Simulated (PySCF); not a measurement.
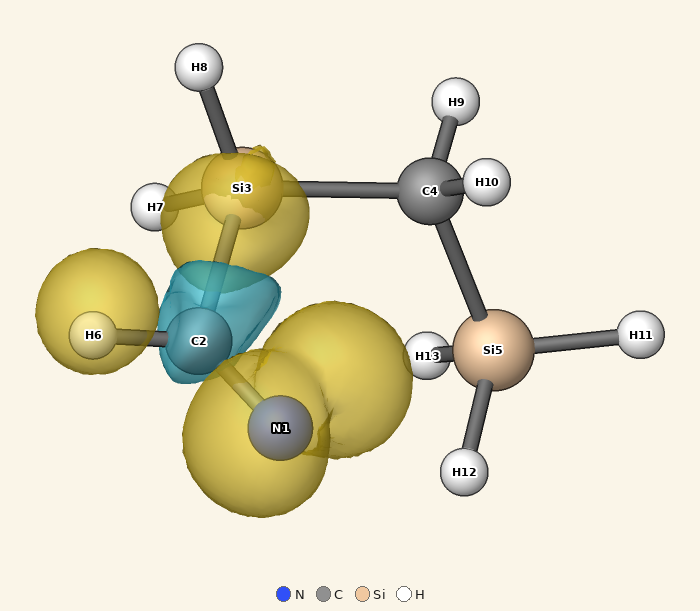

Figure. C₂H₈NSi₂ (SMILES [N]=C[SiH2]C[SiH3]) (doublet). Isosurfaces of the spin density (α minus β) at +0.03 (yellow) and −0.03 e/Å³ (cyan), seen at a tilt.

Geometry: GFN2-xTB.

All numbers below come from UKS B3LYP, pcH-1 on C H N Si, non-relativistic, mean-field spin-orbit, GIAO (PySCF 2.14.0, density-fitted response routines).

```yaml
atoms:
  - { symbol: N, position_ang: [-1.8908, -1.2983, -0.9435] }
  - { symbol: C, position_ang: [-2.1118, -0.1266, -0.7559] }
  - { symbol: Si, position_ang: [-0.7840, 1.0914, 0.0092] }
  - { symbol: C, position_ang: [0.7175, 0.0915, 0.5615] }
  - { symbol: Si, position_ang: [1.6278, -0.8590, -0.8246] }
  - { symbol: H, position_ang: [-3.0423, 0.4041, -0.9773] }
  - { symbol: H, position_ang: [-0.4990, 2.0542, -1.0595] }
  - { symbol: H, position_ang: [-1.4935, 1.7531, 1.1137] }
  - { symbol: H, position_ang: [1.4234, 0.7588, 1.0574] }
  - { symbol: H, position_ang: [0.3996, -0.6318, 1.3130] }
  - { symbol: H, position_ang: [2.7544, -1.5729, -0.2112] }
  - { symbol: H, position_ang: [0.7279, -1.7871, -1.4917] }
  - { symbol: H, position_ang: [2.1665, 0.1231, -1.7737] }
```

Which atoms carry the spin?

Answer. The unpaired spin (1 electron) lies mostly on N1 (about 0.7), Si3 (about 0.1) and H6 (about 0.1), in electrons by Hirshfeld's partition.
